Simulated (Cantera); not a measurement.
Feed: 1 mol SiH4, a varied amount of N2, equilibrated at 798 K and 7.50 Torr.

Method: chemical equilibrium by Gibbs-energy minimisation in Cantera with the NASA 1993 tables (ideal gas, pure condensed phases). Candidate condensed phases: Si, Si3N4; 18 gas species. N2 is the only nitrogen source here; it is nearly inert below about 1500 K, so the nitride shown seldom forms there in practice. Equilibrium is a limit: real reactors are often held back by kinetics, nucleation or transport.

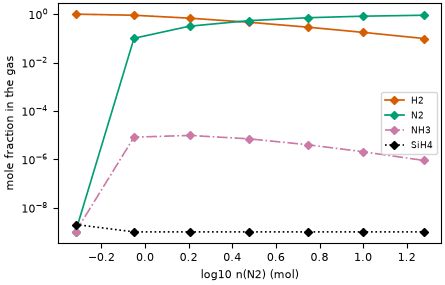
Fig. 1. Equilibrium gas composition (values under 1e-9 drawn at 1e-9)

Task: Read off the mole fractions at 0.89 mol N2.

Result: H2 about 0.90, N2 about 0.10, NH3 about 8.2e-6.
